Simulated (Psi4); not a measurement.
# CH4ClGeO (SMILES [CH3][Ge]([OH])[Cl]) at UB2PLYP/6-31G(d) (density fitting for correlation, spherical functions)

Aim: the energy change on altering one bond length of CH4ClGeO at UB2PLYP/6-31G* (density fitting for correlation, spherical functions), from 2 runs. 

The results are computed with Psi4 1.11.

4 further runs of the same task are left out: 4 set aside as unsound or not needed. Runs told in other sessions of the task aren't counted.

## (1) The structure to begin with

The species is CH4ClGeO (8 atoms), meant as a doublet with charge 0. As SMILES, `[CH3][Ge]([OH])[Cl]`. The coordinates come from a PBE0-D4/def2-TZVP relaxation. This is one conformer, not always the lowest.

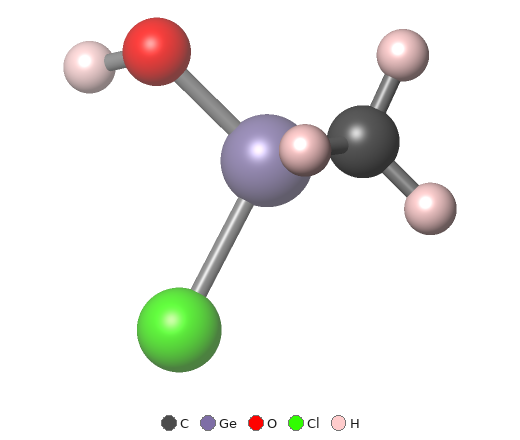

Viewed from a chosen angle; carbon dark grey, germanium purple, oxygen red, chlorine green, hydrogen pink.

## (2) The energy at UB2PLYP/6-31G(d) (density fitting for correlation, spherical functions)

ch4clgeo.json reads:

```json
{
  "schema_name": "qcschema_input",
  "schema_version": 1,
  "molecule": {
    "schema_name": "qcschema_molecule",
    "schema_version": 2,
    "symbols": ["C", "Ge", "O", "Cl", "H", "H", "H", "H"],
    "geometry": [0.13228083, 2.33400074, -0.08673843, -1.25005383, -1.04596341, 0.51532831, 1.35039829, -2.84328193, 1.66295899, -2.35667745, -2.70627678, -3.09801701, 0.79274011, 3.12258345, 1.69716303, 1.71379262, 2.12140655, -1.39386199, -1.31298171, 3.54550416, -0.90876929, 1.10473389, -4.63587613, 1.50630069],
    "molecular_charge": 0,
    "molecular_multiplicity": 2,
    "fix_symmetry": "c1"
  },
  "driver": "energy",
  "model": {
    "method": "b2plyp",
    "basis": "6-31G*"
  },
  "keywords": {
    "reference": "uks",
    "puream": true,
    "e_convergence": 1e-09,
    "d_convergence": 1e-08,
    "scf_type": "pk",
    "dft_radial_points": 99,
    "dft_spherical_points": 590,
    "num_frozen_docc": 16,
    "maxiter": 100
  }
}
```

Started as:

```bash
psi4 --qcschema ch4clgeo.json -n 1 --memory 2200MB
```

stdout:

```text
[...]
  Running in c1 symmetry.
[...]
  Nuclear repulsion =  363.285753823170523
[...]
  Multiplicity = 2
[...]
  Nalpha       = 34
  Nbeta        = 33
[...]
    Number of basis functions: 86
[...]
   @UKS iter   1: -2650.55902943291176   -2.86343e+00   2.96263e-02 ADIIS/DIIS
[...]
   @UKS iter  14: -2651.80718796968813   -6.82121e-12   9.72795e-09 DIIS
[...]
   @S^2 Observed:                7.546557651E-01
[...]
    Orbital Energies [Eh]
    ---------------------
    Alpha Occupied:
       1A   -401.496719     2A   -102.885040     3A    -50.828781
       4A    -45.172279     5A    -45.171195     6A    -45.170224
       7A    -19.748114     8A    -10.632936     9A     -9.896078
      10A     -7.535747    11A     -7.530474    12A     -7.530039
      13A     -6.679328    14A     -4.769600    15A     -4.767534
      16A     -4.764373    17A     -1.430248    18A     -1.426548
      19A     -1.424192    20A     -1.422621    21A     -1.421432
      22A     -1.135373    23A     -0.921496    24A     -0.825226
      25A     -0.624367    26A     -0.533584    27A     -0.498415
      28A     -0.489953    29A     -0.444077    30A     -0.424148
      31A     -0.409433    32A     -0.376427    33A     -0.368314
      34A     -0.268271
[...]
  @UKS Final Energy: -2651.80718796968813
   => Energetics <=
    Nuclear Repulsion Energy =            363.2857538231705234
    One-Electron Energy =               -4411.1398022129296805
    Two-Electron Energy =                1454.5549366245641068
    DFT Exchange-Correlation Energy =     -58.5080762044933351
    Empirical Dispersion Energy =           0.0000000000000000
    VV10 Nonlocal Energy =                  0.0000000000000000
    Total Energy =                      -2651.8071879696881297
  UHF NO Occupations:
  HONO-2 :   32  A 1.9993531
  HONO-1 :   33  A 1.9987718
[...]
 Multipole Moments:
 ------------------------------------------------------------------------------------
     Multipole            Electronic (a.u.)      Nuclear  (a.u.)        Total (a.u.)
 ------------------------------------------------------------------------------------
 L = 1.  Multiply by 2.5417464519 to convert [e a0] to [Debye]
 Dipole X            :         -4.8333299            4.8220520           -0.0112778
 Dipole Y            :         -3.6127182            4.0071201            0.3944019
 Dipole Z            :          2.2088073           -1.6786892            0.5301181
 Magnitude           :                                                    0.6608368
[...]
```

The result, in JSON:

```text
{
 "driver": "energy",
 "model": {
  "method": "b2plyp",
  "basis": "6-31G*"
 },
 "success": true,
 "return_result": -2652.0290523462577,
 "properties": {
  "calcinfo_nbasis": 86,
  "calcinfo_nmo": 86,
  "calcinfo_nalpha": 34,
  "calcinfo_nbeta": 33,
  "calcinfo_natom": 8,
  "nuclear_repulsion_energy": 363.2857538231705,
  "return_energy": -2652.0290523462577,
  "scf_one_electron_energy": -4411.13980221293,
  "scf_two_electron_energy": 1454.554936624564,
  "scf_xc_energy": -58.508076204493335,
  "scf_dipole_moment": [-0.01127784549346078, 0.3944019108643393, 0.5301181147246519],
  "scf_total_energy": -2651.807187969688,
  "scf_iterations": 14
 }
}
```

Run time: 47 s. Hardware: 1 thread of Intel Xeon Platinum 8175M at 2.50GHz (Skylake/Cascade Lake), shared host; peak memory 1.2 GiB.

## (3) The distorted shape at the same level

calc.inp reads:

```
memory 2.2 GB

molecule mol {
  0 2
  C     -0.342823     1.520425    -0.228087
  Ge    -1.074323    -0.268175     0.090513
  O      0.714600    -1.504600     0.880000
  Cl    -1.659923    -1.146775    -1.821587
  H      0.006677     1.937725     0.715913
  H      0.494077     1.407925    -0.919787
  H     -1.107623     2.161525    -0.663087
  H      0.584600    -2.453200     0.797100
  symmetry c1
  no_reorient
  no_com
}

set {
  reference            uks
  puream               true
  e_convergence        1e-09
  d_convergence        1e-08
  scf_type             pk
  dft_radial_points    99
  dft_spherical_points 590
  num_frozen_docc      16
  maxiter              100
}

E, wfn = energy('b2plyp/6-31G*', return_wfn=True)
```

Started as:

```bash
psi4 -n 1 calc.inp calc.out
```

calc.out:

```text
[...]
  Running in c1 symmetry.
[...]
  Nuclear repulsion =  339.881612283033803
[...]
  Multiplicity = 2
[...]
  Nalpha       = 34
  Nbeta        = 33
[...]
    Number of basis functions: 86
[...]
   @UKS iter   1: -2650.43348201585832   -3.21377e+00   2.96949e-02 ADIIS/DIIS
[...]
   @UKS iter  20: -2651.75058560995376   -3.18323e-12   6.03774e-09 DIIS
[...]
   @S^2 Observed:                8.049259509E-01
[...]
    Orbital Energies [Eh]
    ---------------------
    Alpha Occupied:
       1A   -401.516131     2A   -102.896564     3A    -50.847606
       4A    -45.191007     5A    -45.190012     6A    -45.188814
       7A    -19.734556     8A    -10.642535     9A     -9.907434
      10A     -7.546801    11A     -7.541986    12A     -7.541240
      13A     -6.694577    14A     -4.784712    15A     -4.782306
      16A     -4.778095    17A     -1.441929    18A     -1.440420
      19A     -1.436829    20A     -1.436110    21A     -1.435069
      22A     -1.085950    23A     -0.931274    24A     -0.834980
      25A     -0.586766    26A     -0.513779    27A     -0.506670
      28A     -0.494187    29A     -0.426535    30A     -0.414182
      31A     -0.395324    32A     -0.379858    33A     -0.357807
      34A     -0.290231
[...]
  @UKS Final Energy: -2651.75058560995376
   => Energetics <=
    Nuclear Repulsion Energy =            339.8816122830338031
    One-Electron Energy =               -4364.0251539466098620
    Two-Electron Energy =                1430.8492527495873219
    DFT Exchange-Correlation Energy =     -58.4562966959651860
    Empirical Dispersion Energy =           0.0000000000000000
    VV10 Nonlocal Energy =                  0.0000000000000000
    Total Energy =                      -2651.7505856099537596
  UHF NO Occupations:
  HONO-2 :   32  A 1.9990781
  HONO-1 :   33  A 1.9738708
[...]
 Multipole Moments:
 ------------------------------------------------------------------------------------
     Multipole            Electronic (a.u.)      Nuclear  (a.u.)        Total (a.u.)
 ------------------------------------------------------------------------------------
 L = 1.  Multiply by 2.5417464519 to convert [e a0] to [Debye]
 Dipole X            :        111.0447642         -111.4171828           -0.3724186
 Dipole Y            :         53.5590786          -52.7933733            0.7657053
 Dipole Z            :         42.6866838          -42.4601543            0.2265295
 Magnitude           :                                                    0.8810879
[...]
```

Wall time 59 s (1 thread of Intel Xeon Platinum 8175M at 2.50GHz (Skylake/Cascade Lake), shared host); peak memory 1.1 GiB.

## (4) What came out

At UB2PLYP/6-31G* (density fitting for correlation, spherical functions), 16 core orbitals frozen:

```
                                                                 quantity           value
                                                first shape: total energy  -2652.02905 Eh
    first shape: HOMO energy (SCF part's orbitals) (highest over α and β)        -7.30 eV
     first shape: LUMO energy (SCF part's orbitals) (lowest over α and β)        -1.80 eV
                                                        first shape: ⟨S²⟩           0.755
                                            distorted shape: total energy  -2651.97508 Eh
distorted shape: HOMO energy (SCF part's orbitals) (highest over α and β)        -7.90 eV
 distorted shape: LUMO energy (SCF part's orbitals) (lowest over α and β)        -2.46 eV
                                                    distorted shape: ⟨S²⟩           0.805
       energy change with the Ge2–O3 bond stretched from 1.780 to 2.313 Å        1.469 eV
```

In words: With the Ge2–O3 bond stretched from 1.780 to 2.313 Å the energy rises by 1.47 eV (142 kJ/mol). The first shape isn't relaxed at this level, so the change isn't measured from a minimum. With no_com the log's rotational constants are taken about the origin, not the centre of mass, so they aren't the molecule's.
